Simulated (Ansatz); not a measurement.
**AlSiNH6O (SMILES O[SiH2][NH][AlH2]) at SVWN5/6-31G(d) (spherical functions)**

What is the energy change on altering one bond length of AlSiNH6O at SVWN5/6-31G* (spherical functions)? 

The results are computed with Ansatz 0.2.0.

130 further runs of the same task are left out: 130 set aside as unsound or not needed. Runs told in other sessions of the task aren't counted.

## (1) The molecule

AlSiNH6O has 10 atoms, charge 0, and is taken as a singlet. SMILES: `O[SiH2][NH][AlH2]`. The coordinates come from a PBE0-D4/def2-TZVP relaxation. This is one conformer, not always the lowest.

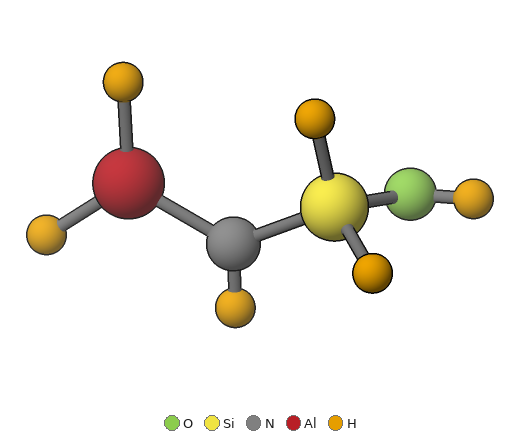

The structure, seen from a chosen angle (oxygen green, silicon yellow, nitrogen grey, aluminium red, hydrogen amber).

## (2) The energy at SVWN5/6-31G(d) (spherical functions)

in.yaml reads:

```yaml
crystal:
  periodic: [false, false, false]
  atoms:
    - {symbol: O, position_ang: [-1.817400, -0.693800, -1.056500]}
    - {symbol: Si, position_ang: [-0.576600, 0.373900, -0.851600]}
    - {symbol: N, position_ang: [0.693300, -0.382300, 0.009600]}
    - {symbol: Al, position_ang: [1.233300, -0.094800, 1.686300]}
    - {symbol: H, position_ang: [-2.399800, -0.547900, -1.803100]}
    - {symbol: H, position_ang: [-1.000200, 1.543800, -0.039500]}
    - {symbol: H, position_ang: [-0.142800, 0.831300, -2.203200]}
    - {symbol: H, position_ang: [1.159400, -1.127800, -0.493000]}
    - {symbol: H, position_ang: [0.508400, 1.030600, 2.525200]}
    - {symbol: H, position_ang: [2.425400, -0.984200, 2.228700]}
basis:
  gaussian:
    orbitals: 6-31G_st_-spherical.json
hamiltonian:
  xc: {name: SVWN5}
accuracy: high
output: {orbitals: {seedname: orbitals}}
```

The basis set 6-31G* is read from a file made from the Basis Set Exchange's data (not shown).

On the command line:

```console
$ ansatz run in.yaml --threads 1 --pin off --max-ram 3480MiB --events-out events.jsonl --progress --plain --runs-dir runs
```

The program printed:

```text
Warning: RAYON_NUM_THREADS=1 ignored (pool sized by the plan → 1); use --threads N
Functional definition: SVWN5
  name "SVWN5"
  exchange = slater_x
  correlation = vwn5_c
1750 factors; integrals over basis functions are off by at most 4.4e-9 eV
mean field evaluation 1: about -18007.9841 eV, gradient 8.4e1 eV
mean field evaluation 2: about -17934.6412 eV, gradient 1.8e2 eV
mean field evaluation 4: about -18021.7213 eV, gradient 9.3e0 eV
mean field evaluation 8: about -18021.9567 eV, gradient 8.7e-1 eV
mean field evaluation 16: about -18021.9587 eV, gradient 7.6e-5 eV
mean field -18021.95865221 eV, -662.2947647463 hartree, gradient 6.3e-9 eV, S^2 0.000000; 0 other end points of the search recorded, 0 dependent functions left out
reference -18021.95865680 eV, -662.2947649150 hartree; 24, 24 occupied and 52, 52 virtual orbitals, 1750 factors
Total energy: -18021.95865680 eV, -662.2947649150 hartree
```

It took 3.9 s on 1 thread of Arm Neoverse V2, shared host; peak memory 0.2 GiB.

## (3) The distorted shape at the same level

in.yaml reads:

```yaml
basis:
  gaussian:
    orbitals: 6-31G_st_-spherical.json
crystal:
  periodic: [false, false, false]
  atoms:
    - symbol: O
      position_ang: [-1.957252, -0.470114, -0.905696]
    - symbol: Si
      position_ang: [-0.716452, 0.597586, -0.700796]
    - symbol: "N"
      position_ang: [0.553448, -0.158614, 0.160404]
    - symbol: Al
      position_ang: [1.093448, 0.128886, 1.837104]
    - symbol: H
      position_ang: [-2.539652, -0.324214, -1.652296]
    - symbol: H
      position_ang: [-1.140052, 1.767486, 0.111304]
    - symbol: H
      position_ang: [-0.282652, 1.054986, -2.052396]
    - symbol: H
      position_ang: [1.159400, -1.127800, -0.493000]
    - symbol: H
      position_ang: [0.368548, 1.254286, 2.676004]
    - symbol: H
      position_ang: [2.285548, -0.760514, 2.379504]
hamiltonian:
  xc: {name: SVWN5}
accuracy: high
output: {orbitals: {seedname: orbitals}}
```

The basis set 6-31G* is read from a file made from the Basis Set Exchange's data (not shown).

On the command line:

```console
$ ansatz run in.yaml --threads 1 --pin off --max-ram 3480MiB --events-out events.jsonl --progress --plain --runs-dir runs
```

The program printed:

```text
Warning: RAYON_NUM_THREADS=1 ignored (pool sized by the plan → 1); use --threads N
[... 4 set-up lines as earlier in the session ...]
1753 factors; integrals over basis functions are off by at most 5.2e-9 eV
mean field evaluation 1: about -18006.5947 eV, gradient 8.4e1 eV
mean field evaluation 2: about -17926.1066 eV, gradient 1.8e2 eV
mean field evaluation 4: about -18020.4562 eV, gradient 1.5e1 eV
mean field evaluation 8: about -18020.9756 eV, gradient 9.2e-1 eV
mean field evaluation 16: about -18020.9784 eV, gradient 4.5e-5 eV
mean field -18020.97835093 eV, -662.2587393390 hartree, gradient 8.6e-9 eV, S^2 0.000000; 0 other end points of the search recorded, 0 dependent functions left out
reference -18020.97835550 eV, -662.2587395069 hartree; 24, 24 occupied and 52, 52 virtual orbitals, 1753 factors
Total energy: -18020.97835550 eV, -662.2587395069 hartree
```

Wall time 3.9 s (1 thread of Arm Neoverse V2, shared host); peak memory 0.2 GiB.

## (4) Outcome

Level: SVWN5/6-31G* (spherical functions).

| quantity | value |
| --- | --- |
| first shape: total energy | -662.29476 Eh |
| first shape: HOMO energy | -6.54 eV |
| first shape: LUMO energy | -1.72 eV |
| first shape: HOMO–LUMO gap | 4.82 eV |
| distorted shape: total energy | -662.25874 Eh |
| distorted shape: HOMO energy | -6.47 eV |
| distorted shape: LUMO energy | -1.68 eV |
| distorted shape: HOMO–LUMO gap | 4.79 eV |
| energy change with the N3–H8 bond stretched from 1.013 to 1.317 Å | 0.980 eV |

What this shows: With the N3–H8 bond stretched from 1.013 to 1.317 Å the energy rises by 0.98 eV (22.6 kcal/mol). The first shape isn't relaxed at this level, so the change isn't measured from a minimum.
